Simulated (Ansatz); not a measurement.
# Hypothetical P4_2/mnm BP: pressure series

Base system: BP (space group P4_2/mnm, No. 136; a hypothetical phase, not in the database extracts checked).

```
CELL_PARAMETERS angstrom
      5.56855     0.00000     0.00000
      0.00000     5.56855     0.00000
      0.00000     0.00000     3.20543
ATOMIC_POSITIONS crystal
  B  0.32171 0.67829 0.00000
  B  0.67829 0.32171 0.00000
  B  0.82171 0.82171 0.50000
  B  0.17829 0.17829 0.50000
  P  0.31938 0.31938 0.00000
  P  0.68062 0.68062 0.00000
  P  0.18062 0.81938 0.50000
  P  0.81938 0.18062 0.50000
```

Cell and atoms are relaxed at each pressure.

Levels (all Ansatz, a program for electronic structure, PAW): PBE (420 eV, no SOC); PBEsol (420 eV, scalar-relativistic without spin-orbit coupling).

The base cell above is that of PBE; each level relaxes its own structures.

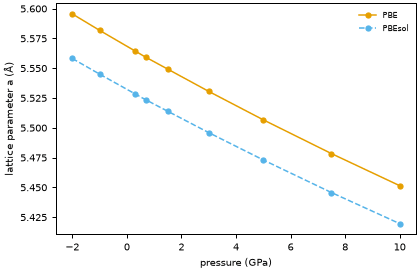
*Lattice parameter a under two levels*

Q: How do the two levels compare along the series?

A: PBE lies above PBEsol in every row, by 0.032 Å to 0.037 Å. They put the cases in the same order.

Load acts through the strain it causes; cell and atoms are relaxed under it. Whether these cells are dynamically stable was not tested. No other phases were tried under pressure. The final runs are not spin-polarised.
